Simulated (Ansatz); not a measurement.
H5PSi···SiH4

```json
{"atom": "Si", "x (Å)": "-0.5466", "y (Å)": "0.1474", "z (Å)": "-0.3506"}
{"atom": "Si", "x (Å)": "-0.1080", "y (Å)": "-0.3800", "z (Å)": "3.0094"}
{"atom": "H", "x (Å)": "-0.4592", "y (Å)": "-1.0927", "z (Å)": "4.2890"}
{"atom": "H", "x (Å)": "1.1648", "y (Å)": "-0.9589", "z (Å)": "2.4588"}
{"atom": "H", "x (Å)": "0.0878", "y (Å)": "1.0817", "z (Å)": "3.3095"}
{"atom": "H", "x (Å)": "0.2147", "y (Å)": "1.0963", "z (Å)": "0.5455"}
{"atom": "H", "x (Å)": "-0.3027", "y (Å)": "0.6025", "z (Å)": "-1.7696"}
{"atom": "H", "x (Å)": "0.0216", "y (Å)": "-1.2424", "z (Å)": "-0.2093"}
{"atom": "P", "x (Å)": "-2.7315", "y (Å)": "0.1903", "z (Å)": "0.0021"}
{"atom": "H", "x (Å)": "-2.7958", "y (Å)": "-1.1119", "z (Å)": "0.6127"}
{"atom": "H", "x (Å)": "-2.6531", "y (Å)": "0.8672", "z (Å)": "1.2663"}
{"atom": "H", "x (Å)": "-1.2225", "y (Å)": "-0.5117", "z (Å)": "2.0452"}
```

Not at a stationary point (largest force 1.3 eV/Å).

All numbers below come from Ansatz 0.2.0, RKS PBE-D4/def2-SVP.

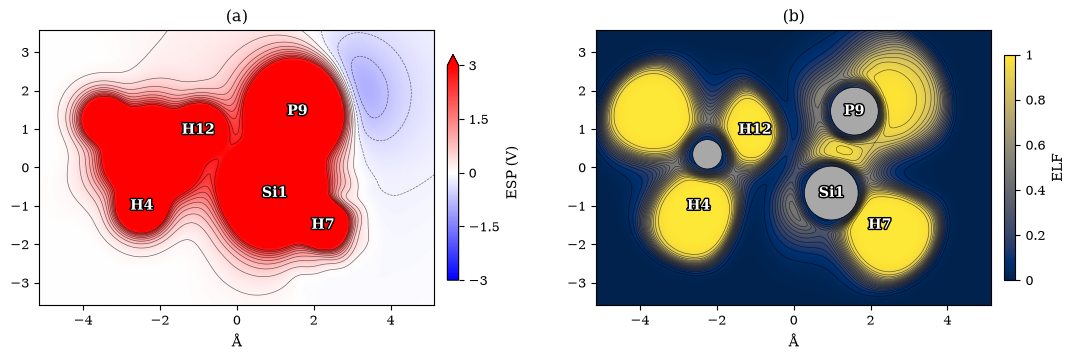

Figure 1. (a) electrostatic potential; (b) electron localisation function on the plane of atoms H7, Si1 and P9. Grey discs cover the atomic cores in the ELF map.

**What does the map show?**

- The plane passes through Si, H and P nuclei.
- Si1···H12 (2.58 Å): the ELF climbs to about 1 towards the hydrogen, as it does in any bond to H.
- Si–P (2.21 Å): the ELF peaks at about 0.95 between the atoms: localised, covalent bonding.
- The ELF also peaks beside P9, away from the bonds: lone-pair regions.
- Outside the dense part of the complex the potential is most negative (−0.9 V) near P9.

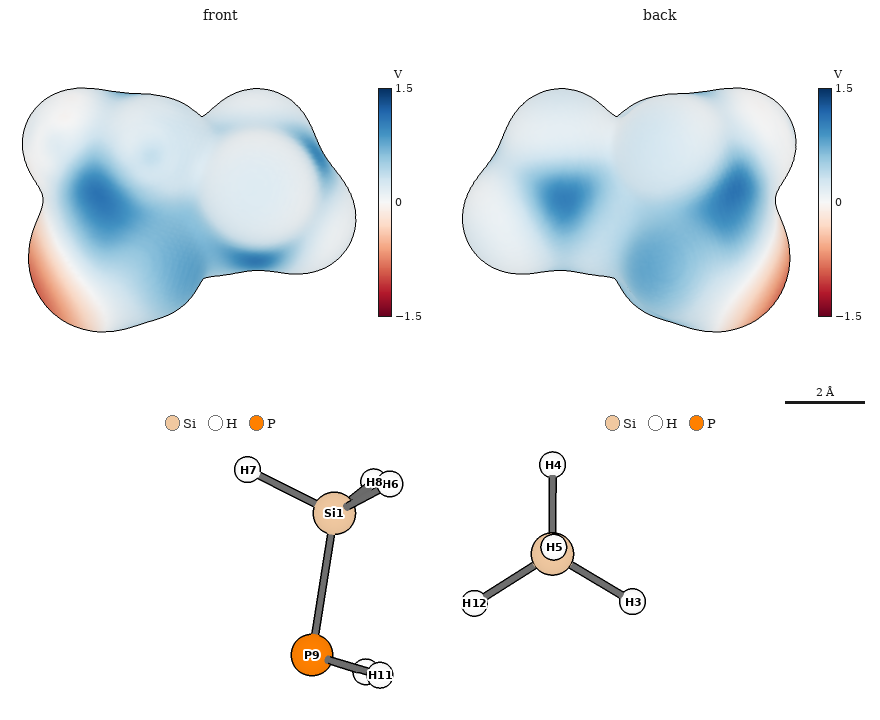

Figure 2. The molecular electrostatic potential painted on the density surface at 0.002 e/bohr³, seen from the front and from behind; the colour scale runs from red (negative) to blue (positive). The bare structure is drawn below in the same view.

**Which sites attract a positive test charge, and which a negative one?**

A positive charge is drawn to the negative regions and a negative charge to the positive ones. The most negative region (about −0.8 V) lies over P9, the most positive (about +1.1 V) over Si1 and Si2.

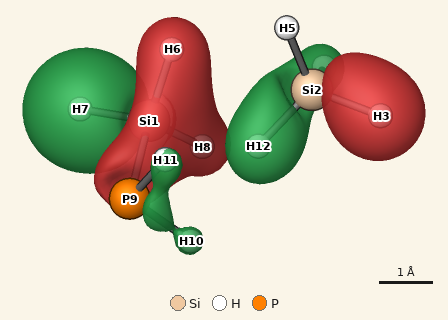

Figure 3. The HOMO−1 at ±0.1 Å⁻³ᐟ² (green and red are the two phases), seen at an oblique angle.

**What is the character of this orbital?**

It lies mainly on H7 (about 25 %), Si1 (about 25 %), Si2 (about 15 %), H3 (about 10 %) and P9 (about 5 %). Its energy is −7.88 eV.

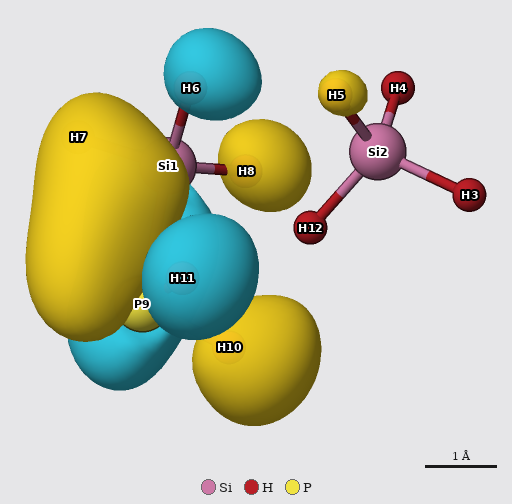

Figure 4. One frontier orbital at ±0.1 Å⁻³ᐟ² (yellow and cyan are the two phases), seen at a tilt.

**Which orbital is it: HOMO or LUMO?**

The LUMO, at −1.05 eV. It lies mainly on P9 (about 35 %), Si1 (about 25 %), H10 (about 10 %) and H11 (about 10 %).
